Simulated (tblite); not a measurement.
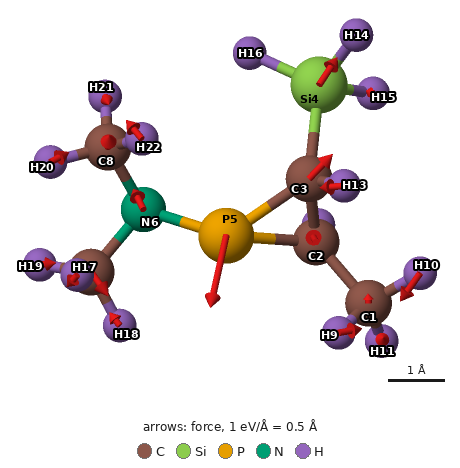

Starting geometry of C5H14NPSi with the computed forces as red arrows. A ball-and-stick model, seen face on.

Method: GFN2-xTB geometry optimisation, gas phase in tblite 0.8.0. 

What follows when this structure is relaxed?

Answer. It isn't relaxed: the largest force vector, on the P atom, is 3.17 eV/Å. The final displacements have little in common with the starting forces (cosine between the two patterns 0.22). The largest moves after the best rigid fit, 1.21 Å, are those of H atoms. By element the largest moves are H 1.21 Å, P 0.69 Å, C 0.60 Å, N 0.59 Å, Si 0.32 Å. Among the contacts that change: C–P 1.798 → 1.857 Å, C–H 1.129 → 1.091 Å, C–Si 1.848 → 1.886 Å, H–Si 1.491 → 1.468 Å. Bond angles that change, for instance: C–P–N 124.5° → 99.2°, C–P–N 121.1° → 97.3°, P–N–C 106.7° → 115.4°. Groups turn about C–N by about 55°, C–Si by about 45°, N–P by about 30°. After 138 geometry steps the energy has fallen by 143.3 kJ/mol.
